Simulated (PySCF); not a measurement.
# Os₃: relaxation and vibrations of the singlet

The task is one start of a wider search on Os₃: the singlet, from a obtuse triangle start. It is relaxed, tested by its Hessian and followed downhill if it is a saddle.

The runs use PySCF 2.14.0; PBE0, basis Os def2-TZVP with ECP60, scalar-relativistic core potentials, no spin–orbit coupling, density fitting.

### Step 1. Where the work starts

3 atoms, charge 0, spin multiplicity 1.

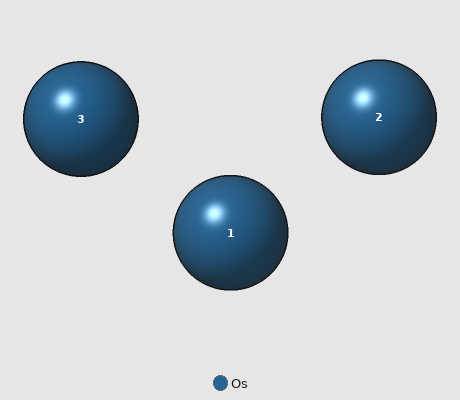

The starting geometry (osmium blue); atoms are numbered from 1 in the order of the file.

Z-matrix (Å, degrees; charge 0 multiplicity 1):
```
Os
Os 1 2.5389
Os 1 2.5389 2 104.86
```

### Step 2. Finding the electronic state

One driver script runs all steps and calls PySCF; scf.py shows how it sets up the SCF of each step. The optimiser is the driver's own. After this first run the driver tries any further starts and a stability analysis.

The input, scf.py:

```python
from pyscf import gto, scf, dft
mol = gto.M(atom='''
Os     0.000000     0.000000     0.000000
Os     2.012400     1.548000     0.000000
Os    -2.012400     1.548000     0.000000''',
    basis={'Os': 'def2-TZVP'},
    ecp={'Os': 'def2-TZVP'},
    charge=0, spin=0)
mf = dft.RKS(mol, xc='PBE0')
mf.grids.atom_grid = (50, 194)
aux = {'Os': 'def2-universal-JKFIT'}
mf = mf.density_fit(auxbasis=aux)
mf.conv_tol = 1e-08
mf.diis_space = 10
mf.max_cycle = 60
mf.init_guess = 'minao'
mf.verbose = 4
mf.kernel()
```

Command:

```console
$ OMP_NUM_THREADS=2 python axn.py task.json out
```

Log, cut to the lines that bear on the results:

```text
[... the frontier levels of the middle cycles are left out ...]
init E= -222.481514227079
  HOMO = -0.792783074825814  LUMO = -0.778030472218785  gap/eV = 0.40144
cycle= 1 E= -270.810230005672  delta_E= -48.3  |g|= 1.78  |ddm|= 12.1
  HOMO = -0.0375775777945245  LUMO = 0.0286041976343729  gap/eV = 1.80090
cycle= 2 E= -259.088416973923  delta_E= 11.7  |g|= 4.92  |ddm|= 6.56
  HOMO = -0.0556584014383113  LUMO = -0.0492305371225594  gap/eV = 0.17491
cycle= 3 E= -265.281405149192  delta_E= -6.19  |g|= 4.54  |ddm|= 6.65
cycle= 4 E= -269.849403415204  delta_E= -4.57  |g|= 2.62  |ddm|= 4.45
cycle= 5 E= -269.921856429235  delta_E= -0.0725  |g|= 2.55  |ddm|= 0.21
cycle= 6 E= -269.98570483588  delta_E= -0.0638  |g|= 2.52  |ddm|= 0.56
cycle= 7 E= -269.689942177955  delta_E= 0.296  |g|= 2.73  |ddm|=  0.5
cycle= 8 E= -269.635120308462  delta_E= 0.0548  |g|= 2.75  |ddm|=  0.7
cycle= 9 E= -269.454015603282  delta_E= 0.181  |g|= 2.87  |ddm|= 0.634
cycle= 10 E= -269.46773744858  delta_E= -0.0137  |g|= 2.86  |ddm|= 0.396
cycle= 11 E= -269.565550898101  delta_E= -0.0978  |g|= 2.81  |ddm|= 0.246
cycle= 12 E= -269.091840604109  delta_E= 0.474  |g|=  3.1  |ddm|= 1.09
cycle= 13 E= -262.293957483163  delta_E=  6.8  |g|= 4.92  |ddm|=  5.2
cycle= 14 E= -268.377885886148  delta_E= -6.08  |g|= 3.48  |ddm|= 5.25
[... 46 cycles left out ...]
SCF not converged.
init E= -222.481514227079
[... 20 cycles left out ...]
SCF not converged.
init E= -271.6449068225
[... 16 cycles left out ...]
cycle= 17 E= -271.645247016017  delta_E= -2.51e-06  |g|= 0.000864  |ddm|= 0.00687
cycle= 18 E= -271.645249559598  delta_E= -2.54e-06  |g|= 0.00121  |ddm|= 0.00864
cycle= 19 E= -271.645251214556  delta_E= -1.65e-06  |g|= 0.000846  |ddm|= 0.00579
cycle= 20 E= -271.645252816311  delta_E= -1.6e-06  |g|= 0.00088  |ddm|= 0.00735
cycle= 21 E= -271.645253798392  delta_E= -9.82e-07  |g|= 0.000487  |ddm|= 0.00444
cycle= 22 E= -271.645254535566  delta_E= -7.37e-07  |g|= 0.000471  |ddm|= 0.00456
cycle= 23 E= -271.645254924703  delta_E= -3.89e-07  |g|= 0.000241  |ddm|= 0.00243
cycle= 24 E= -271.645255273867  delta_E= -3.49e-07  |g|= 0.000279  |ddm|= 0.00297
cycle= 25 E= -271.645255577011  delta_E= -3.03e-07  |g|= 0.000381  |ddm|= 0.00324
cycle= 26 E= -271.645255786462  delta_E= -2.09e-07  |g|= 0.000303  |ddm|= 0.00243
cycle= 27 E= -271.645255928423  delta_E= -1.42e-07  |g|= 0.000293  |ddm|= 0.00223
cycle= 28 E= -271.645256027081  delta_E= -9.87e-08  |g|= 0.000222  |ddm|= 0.00174
cycle= 29 E= -271.645256094821  delta_E= -6.77e-08  |g|= 0.000259  |ddm|= 0.0019
cycle= 30 E= -271.645256143176  delta_E= -4.84e-08  |g|= 0.000197  |ddm|= 0.00149
SCF not converged.
  HOMO = -0.187737571714415  LUMO = -0.132209527793726  gap/eV = 1.51100
macro= 0  E= -271.645256264264  delta_E= -1.21089e-07  |g|= 0.000197257  1 KF 10 JK
macro= 1  E= -271.645256183328  delta_E= 8.09366e-08  |g|= 0.000258633  1 KF 9 JK
macro= 2  E= -271.645256183328  delta_E= -6.25278e-13  |g|= 3.04376e-05  1 KF 2 JK
macro X = 3  E=-271.645256183328  |g|= 3.04376e-05  total 4 KF 25 JK
converged SCF energy = -271.645256183328
```

This step, with its further starts and checks, took 31 s on 2 threads of Arm Neoverse V2, shared host.

The starts that the driver tried:

```
                      start  energy (Eh)
    the minimal-basis guess  -271.645256
a thermally smeared density  -271.646252
      a smeared PBE density  -271.664178
```

Where DIIS stalls, the driver goes on with a level shift of 0.3 Eh and then with a second-order solver.

This is not the lowest solution: one lies 49.7 kJ/mol lower, at -271.66418 Eh, and the relaxation starts from that.

### Step 3. Relaxing the singlet from the obtuse triangle start

The program finds C2v symmetry in the start, which this walk keeps. Threshold on the gradient: 0.0003 Eh/bohr, with a further test on the energy change.

Edit scf.py of step 2 so:

```diff
@@ -3,3 +3,3 @@
-Os     0.000000     0.000000     0.000000
-Os     2.012400     1.548000     0.000000
-Os    -2.012400     1.548000     0.000000''',
+Os     0.000000    -1.032000     0.000000
+Os     2.012400     0.516000     0.000000
+Os    -2.012400     0.516000     0.000000''',
@@ -16 +15,0 @@
-mf.init_guess = 'minao'
```

Steps of the walk:

```
step  energy (Eh)  change (kJ/mol)  largest symmetric gradient (Eh/bohr)
   0  -271.664178             0.00                               0.13198
   1  -271.749108          -222.98                               0.10325
   2  -271.771289          -281.22                               0.07064
   3  -271.781877          -309.02                               0.01763
   4  -271.783087          -312.20                               0.00650
   5  -271.783383          -312.97                               0.00473
   6  -271.783487          -313.25                               0.00099
   7  -271.783490          -313.25                               0.00005
```

The walk took 46 s.

Positions (Å) and forces (eV/Å) along the way:

```
step 0
Os   0.000  -1.032   0.000  -0.597   6.787   0.000
Os   2.012   0.516   0.000  -4.025  -3.165   0.000
Os  -2.012   0.516   0.000   4.621  -3.622   0.000
step 1
Os   0.000  -0.869   0.000  -0.832   5.309   0.000
Os   1.921   0.434   0.000  -3.185  -2.371   0.000
Os  -1.921   0.434   0.000   4.017  -2.938   0.000
step 4
Os   0.000  -0.681   0.000   0.003   0.335   0.000
Os   1.857   0.341   0.000  -0.045  -0.168   0.000
Os  -1.857   0.341   0.000   0.042  -0.167   0.000
step 7
Os   0.000  -0.630   0.000   0.000   0.003   0.000
Os   1.894   0.315   0.000  -0.002  -0.001   0.000
Os  -1.894   0.315   0.000   0.002  -0.001   0.000
```

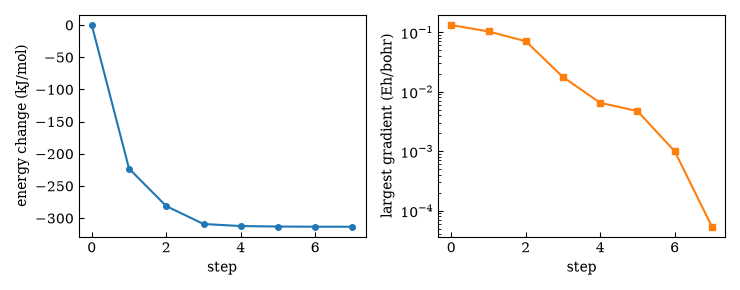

How energy and gradient fall.

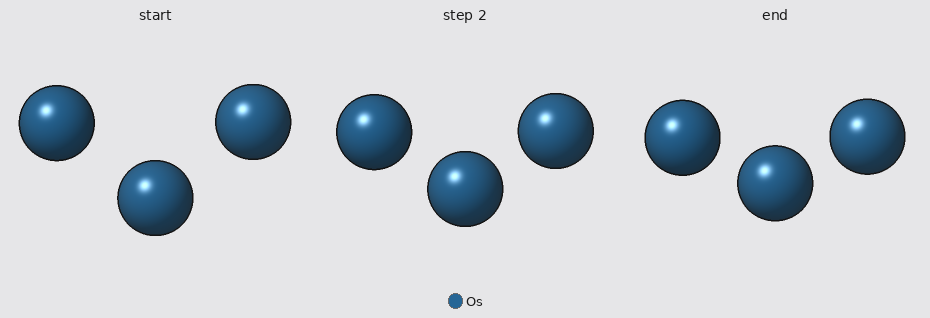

Start and end of the relaxation, with a step between.

After 7 steps and 313.3 kJ/mol it ends at C2v: Os–Os 2.117 Å (×2); Os–Os–Os 127.0°.

### Step 4. Hessian and properties

The point is checked on the finer grid, and tightened if its gradient asks for it. The Hessian and the dipole derivatives come from central differences of analytic gradients, with steps of 0.02 bohr.

Edit scf.py of step 3 so:

```diff
@@ -3,3 +3,3 @@
-Os     0.000000    -1.032000     0.000000
-Os     2.012400     0.516000     0.000000
-Os    -2.012400     0.516000     0.000000''',
+Os     0.000000    -0.644075     0.000000
+Os     1.883365     0.322037     0.000000
+Os    -1.883365     0.322037     0.000000''',
@@ -10 +10 @@
-mf.grids.atom_grid = (50, 194)
+mf.grids.atom_grid = (75, 302)
@@ -13 +13 @@
-mf.conv_tol = 1e-08
+mf.conv_tol = 1e-10
```

This SCF starts from the last density.

Log of the central SCF (cycles and frontier levels):

```text
init E= -271.783405096114
  HOMO = -0.203783781230585  LUMO = -0.144961345778603  gap/eV = 1.60064
cycle= 1 E= -271.7834050922  delta_E= 3.91e-09  |g|= 0.000147  |ddm|= 9.22e-05
  HOMO = -0.203791581189368  LUMO = -0.144956174553232  gap/eV = 1.60099
cycle= 2 E= -271.783404862329  delta_E= 2.3e-07  |g|= 0.00112  |ddm|= 0.000688
  HOMO = -0.203784984675856  LUMO = -0.144960357557893  gap/eV = 1.60070
cycle= 3 E= -271.783405065441  delta_E= -2.03e-07  |g|= 0.000398  |ddm|= 0.000697
  HOMO = -0.203784610587437  LUMO = -0.144960612664603  gap/eV = 1.60068
cycle= 4 E= -271.783405096202  delta_E= -3.08e-08  |g|= 1.36e-06  |ddm|= 0.000226
  HOMO = -0.20378467416656  LUMO = -0.144960705349903  gap/eV = 1.60068
cycle= 5 E= -271.783405096203  delta_E= -9.66e-13  |g|= 7.22e-07  |ddm|= 3.25e-06
  HOMO = -0.203784670032459  LUMO = -0.144960685519142  gap/eV = 1.60068
Extra cycle  E= -271.783405096203  delta_E= -5.12e-13  |g|= 3.85e-06  |ddm|= 5.96e-06
converged SCF energy = -271.783405096203
```

The whole step took 65 s.

Geometry: C2v; Os–Os 2.117 Å (×2); Os–Os–Os 125.7°.

Harmonic modes (main isotopes):

```csv
symmetry,ω (cm⁻¹),IR (km/mol),type
a1,68,0.0,bend
a1,299,0.1,stretch
b2,354,9.8,stretch
```

Every mode is real; the point is a minimum.

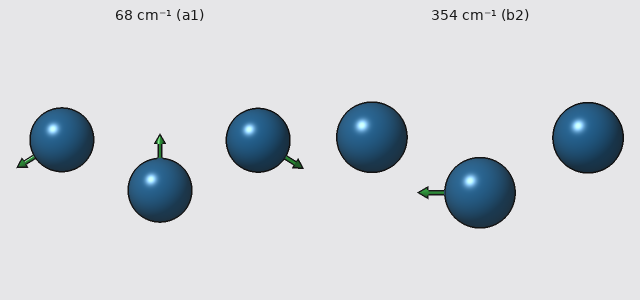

Displacements of 2 of the modes, as arrows (one member where a mode is degenerate).

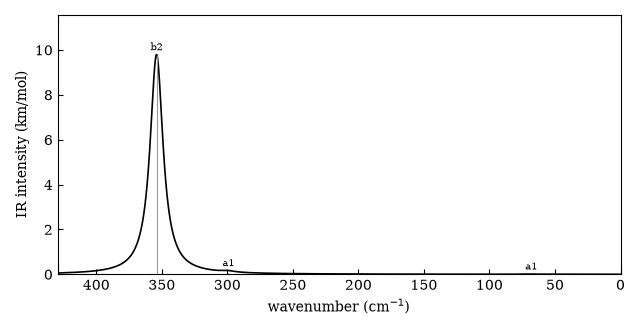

The harmonic infrared spectrum (widths in cm⁻¹). Lines are broadened to a width of 12 cm⁻¹ (Lorentzian).

Properties at this point:

- Dipole moment: 0.08 D
- Highest occupied level: -5.55 eV
- Lowest empty level: -3.94 eV
- Rotational constants: 0.1411, 0.01238, 0.01138 cm⁻¹
- Zero-point energy: 4.3 kJ/mol
- Principal polarisabilities: 104.9, 115.5, 264.3 bohr³
- Atomisation energy without zero-point energy: 371 kJ/mol
- Principal traceless quadrupole moments about the centre of mass: -4.64, -1.27, 5.90 D Å
- Entropy at 298.15 K and 1 bar: 339.5 J/(mol K)
- Heat capacity Cp at 298.15 K: 55.1 J/(mol K)
- Enthalpy at 298.15 K above 0 K: 14.05 kJ/mol
- Rotational symmetry number: 2

Charges (e) and bond orders:

```csv
atom,Mulliken,Löwdin,polar tensor,Mayer order to Os1
Os1,0.26,0.02,0.36,–
"Os2,3",-0.13,-0.01,-0.18,3.00
```

Mulliken populations on Os1 (outside its core potential): s 3.14, p 6.21, d 6.32, f 0.07.

### Step 5. Would spin polarisation lower it?

At the lowest minimum the closed shell is tested against spin polarisation, on the (50, 194) grid. It is unstable: an open-shell solution lies lower. That solution was not followed to a minimum here.

### Step 6. Results

| quantity | value |
| --- | --- |
| minimum | singlet, C2v (closed shell, unstable towards spin polarisation) |
| geometry | Os–Os 2.117 Å (×2); Os–Os–Os 125.7° |
| wavenumbers (cm⁻¹) | 68 (a1), 299 (a1), 354 (b2) |
| dipole moment | 0.08 D |
| highest occupied, lowest empty level | -5.55, -3.94 eV |
| polar-tensor charge of Os1 | +0.36 e |
| zero-point energy | 4.3 kJ/mol |

The molecule stays C2v, as typed, and the end point is a minimum. In the infrared the band at 354 cm⁻¹ (b2, stretch) leads. The first SCF alone would have been 50 kJ/mol too high. Other starts or spin states, not run here, may lie lower. A stability analysis at the minimum finds the closed shell unstable towards spin polarisation: an open-shell solution lies lower, and these values are not those of the lowest state. Spin–orbit coupling, left out here, can matter for elements this heavy.

The search up to here took 2.4 min on 2 threads of Arm Neoverse V2, shared host.
